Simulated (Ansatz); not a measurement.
The calculation's input:

```
crystal:
  periodic: [false, false, false]
  atoms:
    - {symbol: Li, position_ang: [0.561792, -0.714830, -2.009093]}
    - {symbol: Cl, position_ang: [-0.667026, 1.021994, -0.929470]}
    - {symbol: B, position_ang: [-0.153764, 0.195649, 0.549890]}
    - {symbol: Cl, position_ang: [-0.584187, 0.743176, 2.088911]}
    - {symbol: Cl, position_ang: [0.843185, -1.245989, 0.299762]}
basis:
  gaussian: {orbitals: "def2-TZVPPD.json"}
total_charge: 1
hamiltonian: {xc: pbe0, dispersion: d4}
output: {orbitals: {seedname: orbitals}}
```

Launched as:

```sh
ansatz run in.yaml --threads 4 --pin off --events-out ev --progress --plain --max-ram 9574MiB
```

Geometry: PBE0-D4/def2-TZVP.

Computed with RKS PBE0-D4/def2-TZVPPD in Ansatz.

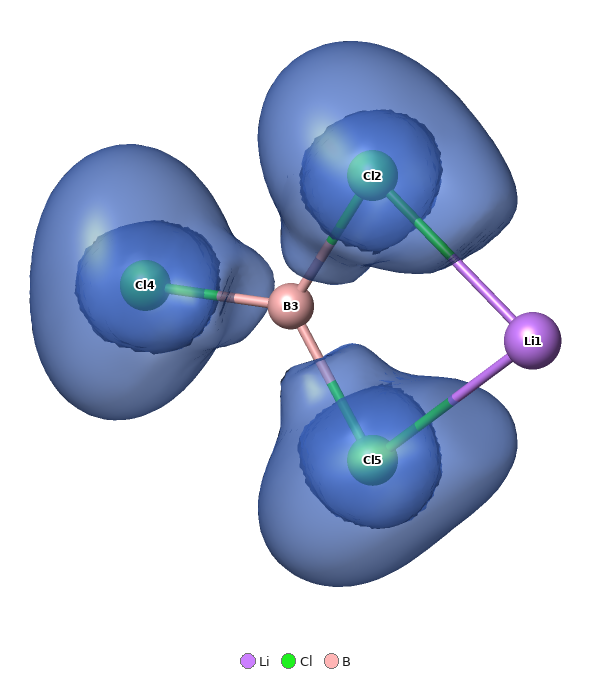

BCl3Li (charge +1). Isosurface of the electron localisation function at 0.75 (blue), seen at a tilt. Core shells and regions of very low density are left out.

Describe the localisation domains.

The surface consists of three regions on Cl in which the atom's valence shell and bonds are merged. Profiles from the grid: B–Cl (1.69 Å): the ELF peaks at about 0.90 between the atoms; a polar covalent bond. Li–Cl (2.39 Å): the ELF peaks at about 0.90 in the valence shell of Cl, 0.9 Å from its nucleus, and falls to about 0 next to Li; a closed-shell, largely ionic contact.
